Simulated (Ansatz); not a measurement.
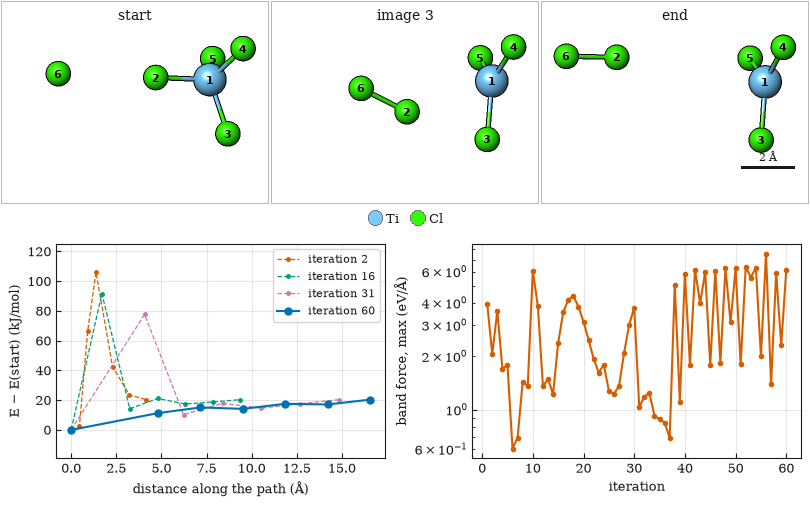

A search for the minimum-energy path of TiCl$_{5}$ (multiplicity 2), made up at the start of TiCl₄ and Cl by the nudged elastic band. Images are numbered from 0 (start) to 6 (end). The plot follows the band through its iterations. The picture is a ball-and-stick view, seen from a free direction.

Theory: Ansatz 0.2.0, UHF/def2-SVP.

The input:
```yaml
crystal:
  periodic: [false, false, false]
  atoms:
    - { symbol: Ti, position_ang: [0.000465, 0.0, -0.145598] }
    - { symbol: Cl, position_ang: [0.00036, 0.0, 2.024857] }
    - { symbol: Cl, position_ang: [2.043604, 0.0, -0.867476] }
    - { symbol: Cl, position_ang: [-1.021057, 1.769349, -0.867699] }
    - { symbol: Cl, position_ang: [-1.021057, -1.769349, -0.867699] }
    - { symbol: Cl, position_ang: [-1.3e-05, 0.0, 5.936013] }
magnetization:
  spin_polarized: true
  initial_magnetization: 1
basis:
  gaussian: { orbitals: def2-SVP }
hamiltonian:
  xc: hf
neb:
  order_check: false
  images: 5
  f_tol: 0.05
  max_iterations: 60
  final_atoms:
    - { symbol: Ti, position_ang: [0.0306361, 0.0, -1.46957602] }
    - { symbol: Cl, position_ang: [-0.16587914, 0.0, 4.52511979] }
    - { symbol: Cl, position_ang: [2.26196233, 0.0, -1.50341491] }
    - { symbol: Cl, position_ang: [-1.08582671, 1.932111, -1.43660914] }
    - { symbol: Cl, position_ang: [-1.08582671, -1.932111, -1.43660914] }
    - { symbol: Cl, position_ang: [0.04723613, 0.0, 6.53348743] }
  initial_path:
    images:
      - { positions_ang: [[0.000465, 0.0, -0.145598], [0.00036, 0.0, 2.024857], [2.043604, 0.0, -0.867476], [-1.021057, 1.769349, -0.867699], [-1.021057, -1.769349, -0.867699], [-1.3e-05, 0.0, 5.936013]] }
      - { positions_ang: [[0.00030124, 0.0, -0.09706544], [0.00025799, 0.0, 2.22323789], [2.10735251, 0.0, -0.84140693], [-1.05282148, 1.82419933, -0.84152137], [-1.05282148, -1.82419933, -0.84152137], [3.322e-05, 0.0, 5.61067523]] }
      - { positions_ang: [[0.00013748, 0.0, -0.04853288], [0.00015599, 0.0, 2.42161879], [2.17110103, 0.0, -0.81533786], [-1.08458597, 1.87904967, -0.81534375], [-1.08458597, -1.87904967, -0.81534375], [7.944e-05, 0.0, 5.28533745]] }
      - { positions_ang: [[-2.628e-05, 0.0, -3.2e-07], [5.398e-05, 0.0, 2.61999968], [2.23484954, 0.0, -0.78926878], [-1.11635045, 1.9339, -0.78916612], [-1.11635045, -1.9339, -0.78916612], [0.00012566, 0.0, 4.95999968]] }
      - { positions_ang: [[0.01019452, 0.0, -0.48985889], [-0.05525706, 0.0, 3.25503972], [2.24388714, 0.0, -1.02731749], [-1.10617587, 1.93330367, -1.00498046], [-1.10617587, -1.93330367, -1.00498046], [0.01582915, 0.0, 5.48449559]] }
      - { positions_ang: [[0.02041531, 0.0, -0.97971745], [-0.1105681, 0.0, 3.89007975], [2.25292473, 0.0, -1.2653662], [-1.09600129, 1.93270733, -1.2207948], [-1.09600129, -1.93270733, -1.2207948], [0.03153264, 0.0, 6.00899151]] }
      - { positions_ang: [[0.0306361, 0.0, -1.46957602], [-0.16587914, 0.0, 4.52511979], [2.26196233, 0.0, -1.50341491], [-1.08582671, 1.932111, -1.43660914], [-1.08582671, -1.932111, -1.43660914], [0.04723613, 0.0, 6.53348743]] }
```

Launched with:
```bash
ansatz run input.yaml --threads 4 --pin off --max-ram 5120MiB --backend cpu --events-out ev --progress --plain --runs-dir out
```

> Did the band converge, and can the barrier be trusted?

The result isn't final. The band hadn't converged when the run stopped after 60 iterations. The largest component of the band force went from 4 to 6.2 eV/Å. The first iteration put the highest image at 160.6 kJ/mol. Relative to the start the highest point is image 6 at +20.4 kJ/mol and the end lies at +20.4 kJ/mol, but the profile dips to +14.2 kJ/mol at image 3 on the way, so there may be an intermediate minimum, or an end is no minimum.

Limits of the set-up: the start holds two separate molecules, 3.9 Å apart at their closest, whose relative position is a soft coordinate and is computed without a dispersion correction; Hartree-Fock leaves out electron correlation.

Cost: 28 min on 4 threads of Arm Neoverse V2, on a shared host, peak memory 0.85 GiB.
